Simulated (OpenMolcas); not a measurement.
## Hg: multiconfigurational calculation

System: Hg.
Method: state-averaged SS-RASPT2, IPEA shift 0.35, sigma2 shift 0.3 hartree, closed shells 4f 5s 5p 5d correlated, active space 2 electrons in the shells 6s 6p 6d; RAS3 6d with at most 2 electrons, basis ANO-RCC-VDZ, DKH2 scalar Hamiltonian, spin-orbit coupling by RASSI with atomic mean-field integrals (OpenMolcas).

**Input file**
```
&GATEWAY
Coord
1

Hg 0.0 0.0 0.0
Basis=ANO-RCC-VDZ
Group=XYZ
NoMove
AngMom=0.0 0.0 0.0
AMFI
&SEWARD
&RASSCF
FileOrb=start.orb
Symmetry=1
Spin=3
nActEl=2 0 0
Inactive=20 19
Ras2=1 3
CIRoot=3 3 1
SDav=3
CIMx=300
Iter=120 100
PrWF=0.3
OrbListing=Nothing
MaxOrb=0
Atom
>>> COPY $Project.JobIph JOBPRE
&RASSCF
FileOrb=start.orb
Symmetry=1
Spin=1
nActEl=2 0 2
Inactive=20 19
Ras2=1 3
Ras3=5 0
CIRoot=1 1 1
SDav=27
CIMx=300
Iter=120 100
PrWF=0.3
OrbListing=Nothing
MaxOrb=0
Thrs=2.0e-7 1.0e-1 5.0e-4
Atom
>>> COPY $Project.JobIph JOB001
&RASSCF
FileOrb=start.orb
Symmetry=2
Spin=1
nActEl=2 0 2
Inactive=20 19
Ras2=1 3
Ras3=5 0
CIRoot=3 3 1
SDav=18
CIMx=300
Iter=120 100
PrWF=0.3
OrbListing=Nothing
MaxOrb=0
Thrs=2.0e-7 1.0e-1 5.0e-4
Atom
>>> COPY $Project.JobIph JOB002
&RASSCF
FileOrb=start.orb
Symmetry=2
Spin=3
nActEl=2 0 2
Inactive=20 19
Ras2=1 3
Ras3=5 0
CIRoot=15 15 1
SDav=18
CIMx=300
Iter=120 100
PrWF=0.3
OrbListing=Nothing
MaxOrb=0
Thrs=2.0e-7 1.0e-1 5.0e-4
Atom
CIOnly
>>> COPY $Project.JobIph JOB003
&RASSI
NrOfJobIphs=3 1 3 3
1
1 2 3
1 2 3
IphNames
JOB001
JOB002
JOB003
EJob
SpinOrbit
DIPRint=1.0
SOCoupling=1000.0
Subsets=2
MEES
Property=10
'ANGMOM' 1 'ANGMOM' 2 'ANGMOM' 3 'MLTPL  1' 1 'MLTPL  1' 2 'MLTPL  1' 3
'AMFI' 1 'AMFI' 2 'AMFI' 3 'MLTPL  2' 6
SOProperty=3
'ANGMOM' 1 'ANGMOM' 2 'ANGMOM' 3
>>> COPY JOB001 $Project.JobIph
&CASPT2
Multistate=1 1
Frozen=14 9
IPEA=0.35
Sig2=0.3
MaxIter=60
WThr=0.0 0.3 0.05
PrWF=0.5
NoMix
>>> COPY JOB002 $Project.JobIph
&CASPT2
Multistate=3 1 2 3
Frozen=14 9
IPEA=0.35
Sig2=0.3
MaxIter=60
WThr=0.0 0.3 0.05
PrWF=0.5
NoMix
>>> COPY JOB003 $Project.JobIph
&CASPT2
Multistate=3 1 2 3
Frozen=14 9
IPEA=0.35
Sig2=0.3
MaxIter=60
WThr=0.0 0.3 0.05
PrWF=0.5
NoMix
```

The file start.orb holds starting orbitals from an earlier step. A driver script formed the levels outside the program, from RASSI's spin-orbit matrix and the CASPT2 energies (for multi-state variants, the effective Hamiltonian), averaged over the components of each term or state. The log and the time are those of the CASPT2 step.

Hardware: 1 thread of Arm Neoverse V1, 24 GiB of memory available, shared host.

Command:
```bash
OMP_NUM_THREADS=1 MOLCAS_MEM=2252 MOLCAS_PROJECT=a pymolcas a.inp > a.log  # once for each step of the input, in one work folder
```

**Log (extracts)**
```
--- CASPT2 ---
Orbital specifications:
      -----------------------

      Symmetry species                           1   2
                                                ag  au
      Frozen orbitals                           14   9
      Inactive orbitals                          6  10
      Active orbitals                            6   3
      Secondary orbitals                         1   3
      Deleted orbitals                           0   0
      Number of basis functions                 27  25
Type of calculation                        SS-CASPT2
      Fock operator                              state-specific
      IPEA shift                                 0.35
      Real shift                                 0.00
      Imaginary shift                            0.00
      Sigma^2 regularizer                        0.30
      The input orbitals will be transformed to quasi-canonical
Reference energy:      -19603.8299403564
      E2 (Non-variational):      -0.1487433306
      Shift correction:          -0.0000000021
      E2 (Variational):          -0.1487433327
      Total energy:          -19603.9786836891
      Residual norm:              0.0000001261
      Reference weight:           0.96238
      Contributions to the CASPT2 correlation energy
      Active & Virtual Only:         -0.0009408877
      One Inactive Excited:          -0.0273344467
      Two Inactive Excited:          -0.1204679962
::    CASPT2 Root  1     Total energy: -19603.97868369
--- CASPT2 ---
Orbital specifications:
      -----------------------

      Symmetry species                           1   2
                                                ag  au
      Frozen orbitals                           14   9
      Inactive orbitals                          6  10
      Active orbitals                            6   3
      Secondary orbitals                         1   3
      Deleted orbitals                           0   0
      Number of basis functions                 27  25
Type of calculation                        MS-CASPT2
      Fock operator                              state-specific
      IPEA shift                                 0.35
      Real shift                                 0.00
      Imaginary shift                            0.00
      Sigma^2 regularizer                        0.30
      The input orbitals will be transformed to quasi-canonical
Reference energy:      -19603.5809357030
      E2 (Non-variational):      -0.1447563502
      Shift correction:          -0.0000257357
      E2 (Variational):          -0.1447820859
      Total energy:          -19603.7257177889
      Residual norm:              0.0000000863
      Reference weight:           0.96166
      Contributions to the CASPT2 correlation energy
      Active & Virtual Only:         -0.0017940795
      One Inactive Excited:          -0.0243697971
      Two Inactive Excited:          -0.1185924737
Reference energy:      -19603.5809357028
      E2 (Non-variational):      -0.1447582015
      Shift correction:          -0.0000257410
      E2 (Variational):          -0.1447839425
      Total energy:          -19603.7257196453
      Residual norm:              0.0000000863
      Reference weight:           0.96166
      Contributions to the CASPT2 correlation energy
      Active & Virtual Only:         -0.0017940808
      One Inactive Excited:          -0.0243716475
      Two Inactive Excited:          -0.1185924733
::    CASPT2 Root  1     Total energy: -19603.72571779
::    CASPT2 Root  2     Total energy: -19603.72571965
::    CASPT2 Root  3     Total energy: -19603.72571960
::    MS-CASPT2 Root  1     Total energy: -19603.72571965
::    MS-CASPT2 Root  2     Total energy: -19603.72571960
::    MS-CASPT2 Root  3     Total energy: -19603.72571779
--- CASPT2 ---
Orbital specifications:
      -----------------------

      Symmetry species                           1   2
                                                ag  au
      Frozen orbitals                           14   9
      Inactive orbitals                          6  10
      Active orbitals                            6   3
      Secondary orbitals                         1   3
      Deleted orbitals                           0   0
      Number of basis functions                 27  25
Type of calculation                        MS-CASPT2
      Fock operator                              state-specific
      IPEA shift                                 0.35
      Real shift                                 0.00
      Imaginary shift                            0.00
      Sigma^2 regularizer                        0.30
      The input orbitals will be transformed to quasi-canonical
Reference energy:      -19603.6608404519
      E2 (Non-variational):      -0.1464729598
      Shift correction:          -0.0000073532
      E2 (Variational):          -0.1464803131
      Total energy:          -19603.8073207650
      Residual norm:              0.0000008962
      Reference weight:           0.95801
      Contributions to the CASPT2 correlation energy
      Active & Virtual Only:         -0.0078901026
      One Inactive Excited:          -0.0200063707
      Two Inactive Excited:          -0.1185764865
Reference energy:      -19603.6608404516
      E2 (Non-variational):      -0.1464727975
      Shift correction:          -0.0000073538
      E2 (Variational):          -0.1464801514
      Total energy:          -19603.8073206030
      Residual norm:              0.0000008962
      Reference weight:           0.95801
      Contributions to the CASPT2 correlation energy
      Active & Virtual Only:         -0.0078901112
      One Inactive Excited:          -0.0200061999
      Two Inactive Excited:          -0.1185764864
::    CASPT2 Root  1     Total energy: -19603.80732076
::    CASPT2 Root  2     Total energy: -19603.80732060
::    CASPT2 Root  3     Total energy: -19603.80727107
::    MS-CASPT2 Root  1     Total energy: -19603.80732076
::    MS-CASPT2 Root  2     Total energy: -19603.80732060
::    MS-CASPT2 Root  3     Total energy: -19603.80727107
```

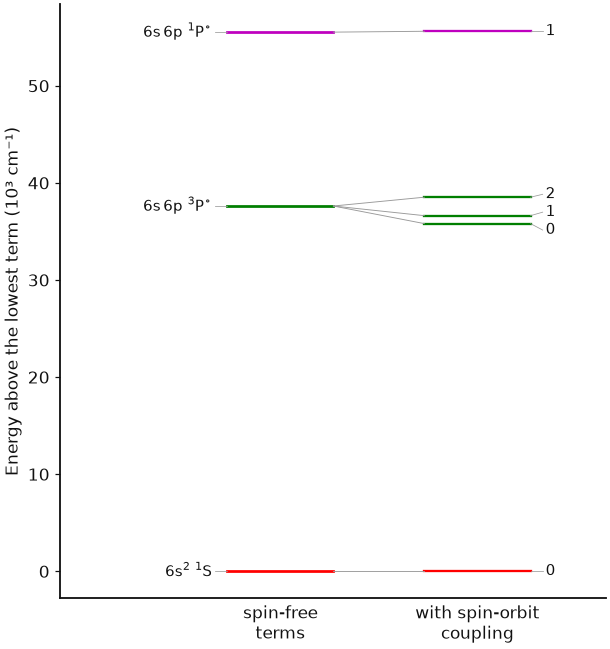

Terms of Hg I (neutral mercury) without and with spin-orbit coupling; numbers at the right are J. 6s² ¹S (at 0) gives the one level J = 0; 6s 6p ³P° (at 37,600 cm⁻¹) splits over 2,720 cm⁻¹ into J = 0, 1, 2 from the bottom up (normal); 6s 6p ¹P° (at 55,500 cm⁻¹) gives the one level J = 1. The ground level lies 0 below the lowest term.

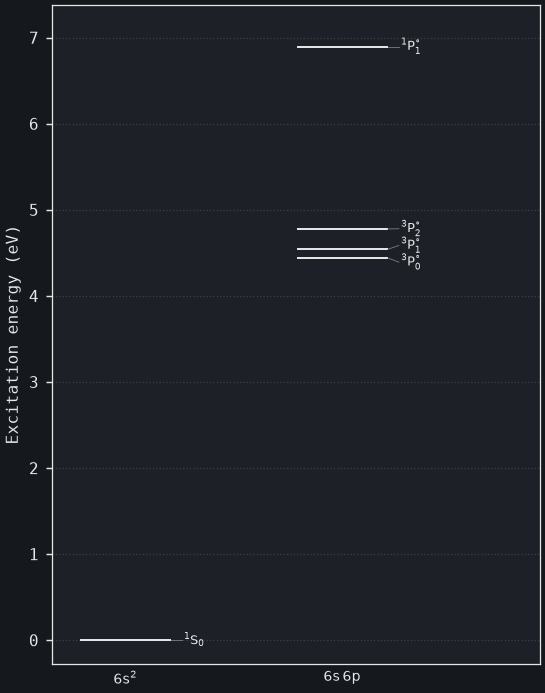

Level diagram of the Hg atom. The lowest level is 6s² ¹S₀. The first excited level, 6s 6p ³P°₀, lies at 4.44 eV. It is also the lowest level of opposite parity. The leading LS term holds 100 % of a level on average.

```csv
Configuration,Level,E (eV)
6s²,¹S₀,0
6s 6p,³P°₀,4.439
6s 6p,³P°₁,4.540
6s 6p,³P°₂,4.776
6s 6p,¹P°₁,6.894
```

**Summary**

- outcome: converged
- lowest level: 6s² ¹S₀
- first excited level: 6s 6p ³P°₀, 35,800 cm⁻¹
- energy of the lowest spin-free term: −19603.97868 hartree
- energy of the lowest spin-orbit level: −19603.97868 hartree
- CASPT2 correlation energy: −0.1487 hartree
- largest spread among components of a term: 10.9 cm⁻¹
- lowest reference weight: 0.958
- wall time: 3.4 s

**Remarks**

The run is of multi-state type; this report uses its single-state energies. To bear in mind: extra active shells serve correlation only, their own levels not computed; only configurations of the active space are included.
